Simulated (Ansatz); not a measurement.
A series of calculations on Si2H4Cl2

## 1. Relaxation

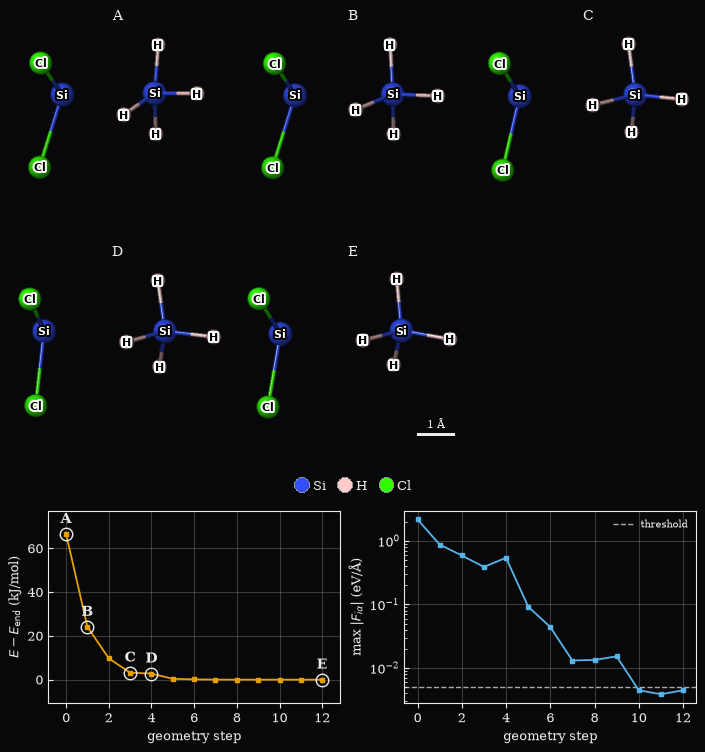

Frames of a relaxation of Si₂H₄Cl₂ (started from a transition state, displaced along its imaginary mode), marked on the history of the run. Style: ball-and-stick. Shown at a tilt.

All numbers below come from RKS PBE0-D4/def2-TZVP in Ansatz.

Input
```yaml
crystal:
  periodic: [false, false, false]
  atoms:
    - {symbol: Si, position_ang: [-0.322218, 1.459968, -0.220272]}
    - {symbol: Si, position_ang: [0.412466, -0.947722, -0.385769]}
    - {symbol: H, position_ang: [-0.146824, -0.276799, 0.741293]}
    - {symbol: Cl, position_ang: [-2.300672, 1.492930, 0.450710]}
    - {symbol: Cl, position_ang: [0.745854, 2.335078, 1.473968]}
    - {symbol: H, position_ang: [-0.830951, -1.330414, -1.097247]}
    - {symbol: H, position_ang: [1.503925, -0.698625, -1.405020]}
    - {symbol: H, position_ang: [0.938420, -2.034315, 0.442337]}
basis:
  gaussian: {orbitals: def2-TZVP}
hamiltonian: {xc: pbe0, dispersion: d4}
relax: {f_tol: 0.005, max_steps: 200}
```

Run as
```bash
ansatz run in.yaml --threads 4 --pin off --events-out ev --progress --plain --max-ram 9574MiB
```

Question: Describe the path.

Answer: The largest move after the best rigid fit is that of H8, 0.62 Å. By element the largest moves are H 0.62 Å, Cl 0.49 Å, Si 0.47 Å. Near-neighbour distances that change, for instance: Si1–Si2 2.523 → 3.307 Å, Si1–H3 1.993 → 2.459 Å, Si1–Cl5 2.186 → 2.083 Å, Si2–H3 1.426 → 1.498 Å. Bond angles that change, for instance: H3–Si2–H7 137.5° → 108.4°, H3–Si2–H8 92.5° → 108.0°, H3–Si2–H6 99.9° → 108.4°. After 12 geometry steps the energy has fallen by 66.5 kJ/mol. The largest force component goes from 2.2 to 0.0044 eV/Å. From step 0 to 1: H8 moves most (0.18 Å), energy −42.4 kJ/mol. From step 1 to 3: Si and H atoms move most (0.29 Å), energy −20.9 kJ/mol. From step 3 to 4: Si1 moves most (0.20 Å), energy −0.41 kJ/mol. From step 4 to 12: Cl5 moves most (0.17 Å), energy −2.78 kJ/mol.

## 2. Relaxation

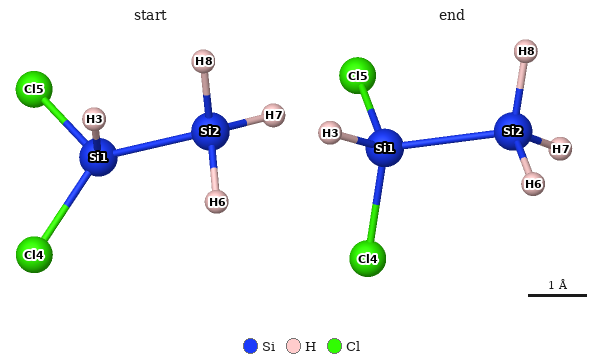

The structure of Si2H4Cl2 (started from a transition state, displaced along its imaginary mode) before (left) and after (right) a relaxation, at one scale.

Style: ball-and-stick. Shown at a tilt.

Theory: RKS PBE0-D4/def2-TZVP (Ansatz). (force threshold 0.005 eV/Å; at most 200 steps)

Describe what moved and what it gained.

Answer. The largest move after the best rigid fit is that of H3, 1.22 Å. By element the largest moves are H 1.22 Å, Cl 0.84 Å, Si 0.60 Å. Near-neighbour distances that change, for instance: Si1–Si2 2.271 → 2.335 Å, Si1–Cl4 2.113 → 2.053 Å, Si1–Cl5 1.996 → 2.053 Å, Si1–H3 1.424 → 1.481 Å. Bond angles that change, for instance: Si2–Si1–H3 63.0° → 115.1°, Si2–Si1–Cl5 129.2° → 109.1°, Si2–Si1–Cl4 120.5° → 109.1°. After 13 geometry steps the energy has fallen by 42.3 kcal/mol. The largest force component goes from 2 to 0.0049 eV/Å.

## 3. Reaction

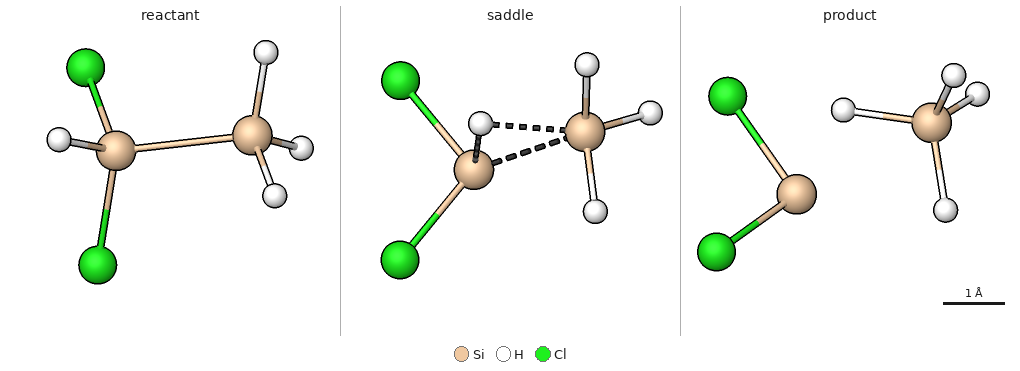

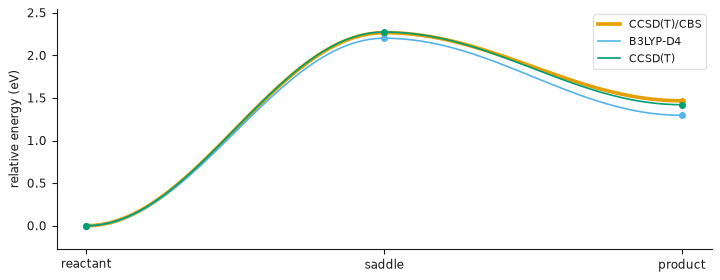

A reaction step of Si2H4Cl2, with its energy diagram. Style: ball-and-stick. Shown at a tilt. Dashed sticks mark bonds that form or break.

Stationary points at PBE0-D4/def2-TZVP, single-point energies with CCSD(T)/CBS, B3LYP-D4, CCSD(T) (def2-TZVPP where no basis is named; Ansatz 0.2.0). The energies are electronic, without zero-point or thermal terms, and both ends are the minima reached downhill from the saddle, with any fragments still in contact. CCSD(T)/CBS stands for a frozen-core estimate: MP2 correlation extrapolated from def2-TZVPP and def2-QZVPP, CCSD(T) minus MP2 from the smaller set.

> Describe the step and its energetics.

Counted by bonded pieces, the reactant holds Si₂H₄Cl₂ and the product holds SiCl₂ + SiH₄. From the reactant over the saddle to the product, a bond forms: H–Si (3.25 → 1.74 → 1.50 Å). Bonds break: Si–Si (2.34 → 2.36 → 3.31 Å), H–Si (1.48 → 1.70 → 2.46 Å). The saddle has one imaginary mode, 433i cm⁻¹. With CCSD(T)/CBS the barrier is 2.27 eV from the reactant and 0.80 eV from the product, and the product lies 1.47 eV above the reactant. By Pauling bond orders of the changing bonds the saddle lies closer to the reactant, the lower end, against what Hammond's postulate suggests.

```
      level  barrier from the reactant (eV)  barrier from the product (eV)  the product less the reactant (eV)
CCSD(T)/CBS                            2.27                           0.80                                1.47
   B3LYP-D4                            2.20                           0.90                                1.30
    CCSD(T)                            2.27                           0.85                                1.42
```

Against CCSD(T)/CBS, CCSD(T) comes closest on the barrier from the reactant (+0.01 eV) and B3LYP-D4 misses most (−0.07 eV).
